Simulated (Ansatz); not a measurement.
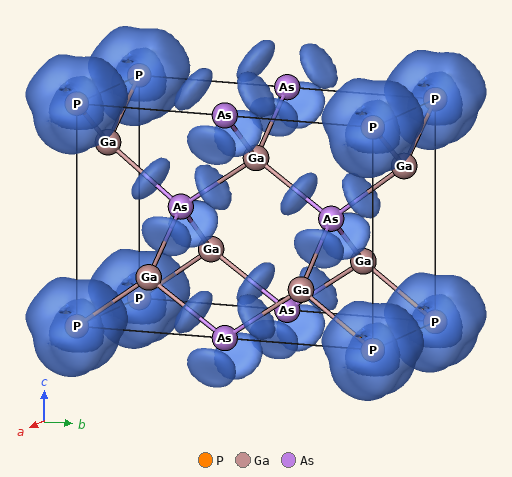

*Ga4As3P. Isosurface of the electron localisation function at 0.7 (blue), seen slightly off an axis. Only the valence region is drawn (cores and ρ < 0.01 e/Å³ removed). Sticks mark near contacts.*

Space group Pmm2; started from the ordered alloy on zincblende lattice prototype, which need not be the ambient phase.

Computed with DFT, PBE, plane waves, PAW in Ansatz.

In a PAW calculation such maps are meaningful between the atoms, not at the nuclei.

The calculation's input:

```
crystal:
  lattice:
    - [3.8317776295, 0.0, 0.0]
    - [0.0, 7.6635552589, 0.0]
    - [0.0, 0.0, 5.4189518916]
  atoms:
    - { symbol: P, position: [0.0, 0.0, 0.0] }
    - { symbol: Ga, position: [0.5, 0.0, 0.75] }
    - { symbol: As, position: [0.5, 0.75, 0.5] }
    - { symbol: Ga, position: [0.0, 0.75, 0.25] }
    - { symbol: As, position: [0.0, 0.5, 0.0] }
    - { symbol: Ga, position: [0.5, 0.5, 0.75] }
    - { symbol: As, position: [0.5, 0.25, 0.5] }
    - { symbol: Ga, position: [0.0, 0.25, 0.25] }
kpoints:
  mp_grid: { grid: [6, 4, 4] }
hamiltonian:
  xc: pbe
scf:
  occupations: { method: fermi_dirac, width: 0.02 }
relax:
  f_tol: 0.005
  cell: {}
output:
  write_density: true
  write_potential: true
  elf: true
  volumetric_format: npy
```

Launched as:

```sh
ansatz run input.yaml --threads 4 --pin off --max-ram 6451MiB --backend cpu --events-out ev --progress --plain --runs-dir out
```

Below, planes, directions and counts refer to the conventional cell (a = 4.02 Å, b = 8.04 Å, c = 5.68 Å, α = 90.00°, β = 90.00°, γ = 90.00°).

The fields are those of the run's last geometry, not of the input's.

Identify the bonds, lone pairs and shells in this picture.

Answer. The surface consists of twelve regions between bonded As–Ga atoms (shared pairs) and one region on P in which the atom's valence shell and bonds are merged, counted in one cell of 8 atoms. Any copies at cell faces, edges or corners count once.

Values along the shortest contacts:
Ga–P (2.40 Å): the ELF peaks at about 0.90 in the valence shell of P, 0.9 Å from its nucleus, and is about 0.75 at the midpoint. Ga–As (2.47 Å): the ELF peaks at about 0.80 between the atoms: localised, covalent bonding.
